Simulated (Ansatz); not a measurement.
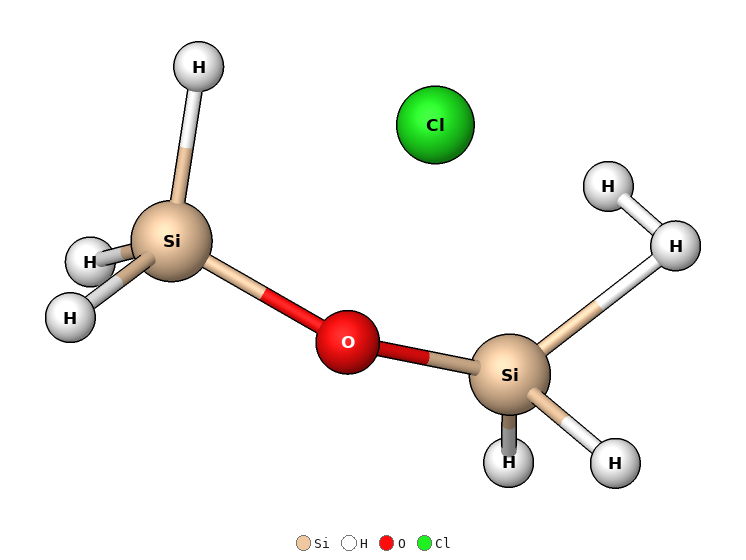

Sticks follow a distance rule. Harmonic vibrations computed with RKS PBE0-D4/def2-TZVP (Ansatz 0.2.0) at a stationary point of the same level.

How many imaginary frequencies does it have?

A first-order saddle point: one imaginary frequency, 764i cm⁻¹.

How many vibrational modes are there, and where do they lie?

27 modes: 764i, 82, 109, 170, 198, 262, 400, 609, 646, 692, 721, 744, 885, 942, 957, 964, 973, 1019, 1088, 1134, 1525, 2214, 2242, 2258, 2270, 2304, 2481 cm⁻¹.
